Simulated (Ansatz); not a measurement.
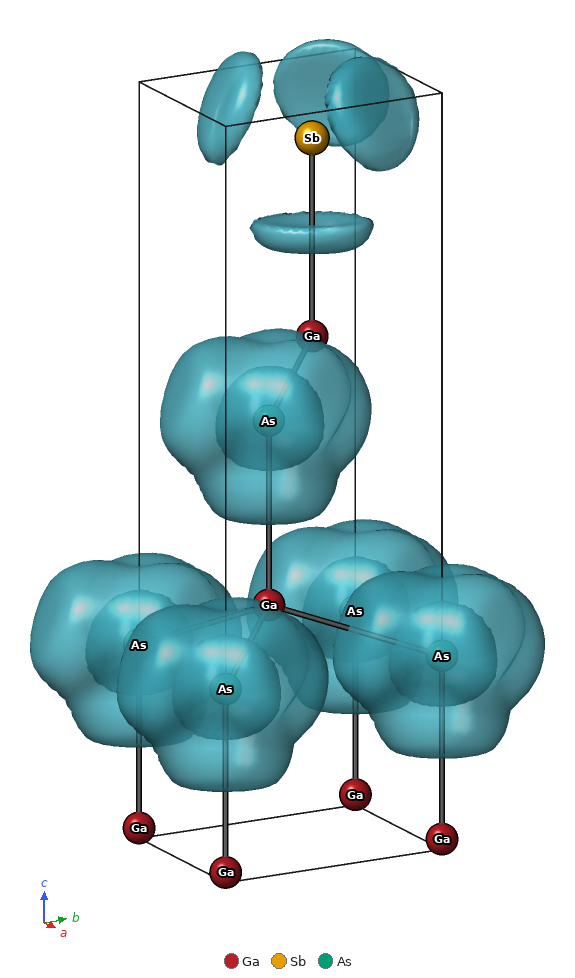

The picture shows: Ga$_{3}$SbAs$_{2}$. Isosurface of the ELF at 0.6 (cyan), seen slightly off an axis. Only the valence region is drawn (cores and ρ < 0.01 e/Å³ removed). Sticks mark near contacts.

Space group P3m1; a structure generated by program, which may or may not match a known phase; computed pressure about −3 GPa in this cell.

Method: DFT PBEsol, scalar-relativistic, plane waves, PAW (Ansatz 0.2.0).

In a PAW calculation such maps are meaningful between the atoms, not at the nuclei.

Input file:

```
crystal:
  lattice:
    - [4.1776494884, 0.0, 0.0]
    - [-2.0888247442, 3.617950585, 0.0]
    - [0.0, 0.0, 10.2389541514]
  atoms:
    - { symbol: Ga, position: [0.0, 0.0, 0.0137059193] }
    - { symbol: Ga, position: [0.6666666667, 0.3333333333, 0.3330412313] }
    - { symbol: Ga, position: [0.3333333333, 0.6666666667, 0.6541308693] }
    - { symbol: Sb, position: [0.3333333333, 0.6666666667, 0.9162203772] }
    - { symbol: As, position: [0.0, 0.0, 0.2560916271] }
    - { symbol: As, position: [0.6666666667, 0.3333333333, 0.5768099757] }
basis:
  ecutwfc: 420
kpoints:
  mp_grid: { grid: [12, 12, 4] }
  band_path:
    path:
      - [[0.0, 0.0, 0.0], [0.5, 0.0, 0.0], [0.33333333, 0.33333333, 0.0], [0.0, 0.0, 0.0], [0.0, 0.0, 0.5], [0.5, 0.0, 0.5], [0.33333333, 0.33333333, 0.5], [0.0, 0.0, 0.5]]
      - [[0.5, 0.0, 0.5], [0.5, 0.0, 0.0]]
      - [[0.33333333, 0.33333333, 0.5], [0.33333333, 0.33333333, 0.0]]
    npoints: 14
hamiltonian:
  xc: pbesol
scf:
  occupations: { method: gaussian, width: 0.1 }
  n_extra_bands: 15
output:
  forces: true
  stress: true
  eigenvalues: true
  populations: true
  dos: { projected: true, de: 0.02, nscf_kmesh: { grid: [15, 15, 5] } }
  bader: true
  write_density: true
  write_potential: true
  elf: true
  volumetric_format: npy
```

Run with:

```sh
ansatz run input.yaml --threads 1 --pin off --max-ram 2560MiB --backend cpu --events-out ev --progress --plain --runs-dir out
```

Below, planes, directions and counts refer to the conventional cell (a = 4.18 Å, b = 4.18 Å, c = 10.24 Å, α = 90.00°, β = 90.00°, γ = 120.00°).

Identify the bonds, lone pairs and shells in this picture.

Answer. The ELF exceeds this value in four regions between bonded Ga–Sb atoms and two regions on As in which the atom's valence shell and bonds are merged, counted in one cell of 6 atoms. Regions shared between cells count once.

Values along the shortest contacts:
Ga–As (2.48 Å): the ELF peaks at about 0.80 between the atoms. Ga–Sb (2.61 Å): the ELF peaks at about 0.70 between the atoms.
